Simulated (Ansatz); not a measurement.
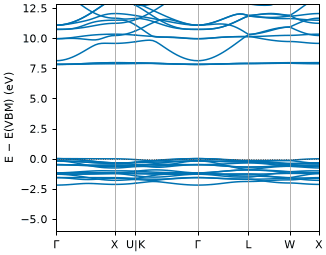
Band structure from the program Ansatz at the r²SCAN level (PAW)

Q: Read off the gap and where the band edges lie.

A: About 7.8 eV (7.82 eV by a search for the band edges); maximum at Γ, minimum at Γ.

Q: Pick the material that matches.
(A) Rb2NaScF6, Fm-3m (Rb on 8c, Na on 4b, Sc on 4a, F on 24e)
(B) Rb3InF6, Fm-3m (Rb on 8c, Rb on 4b, In on 4a, F on 24e)
(C) Cs2LiIrC6N6, Fm-3m (Pearson symbol cF64)

A: A, Rb2NaScF6, Fm-3m (Rb on 8c, Na on 4b, Sc on 4a, F on 24e)

The first step of the workflow began from a Materials Project structure, measured or hypothetical; the Crystallography Open Database copy checked does not list it. Whether it is the stable phase at ambient conditions was not checked. Symmetry was held in the r²SCAN relaxation; whether a distortion lowers the energy is not shown. No spin polarisation was allowed. Scalar-relativistic: spin–orbit coupling is off unless named, which matters more the heavier the elements.

Potentials: the later of the program's two PAW sets.
